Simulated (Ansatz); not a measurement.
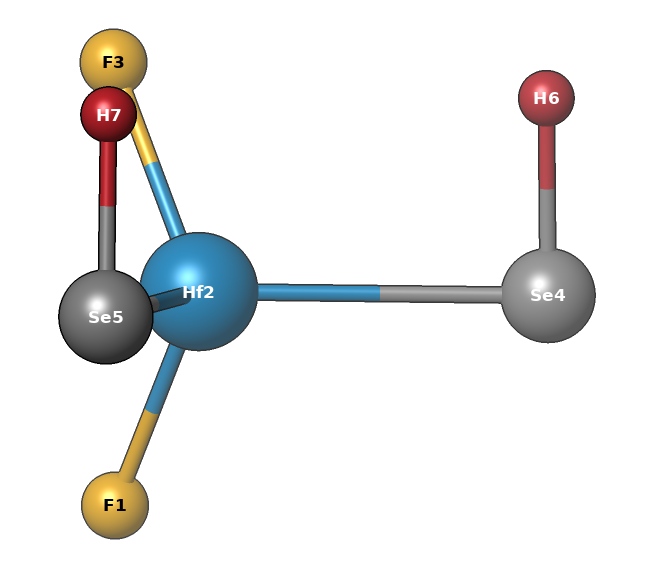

Hf2 lies behind Se5. The molecule seen a little off the Se5–Hf2 bond, Se5 in front. Distant atoms are faded towards the background colour. Charge 0, singlet. The computed structure is the end point of a PBE-D4/def2-SVP optimisation. No frequency run is at hand to confirm it as a minimum.

**What is the torsion angle H7–Se5–Hf2–Se4? The sign is positive where the front bond must turn clockwise to cover the back bond.**

91°, about perpendicular.
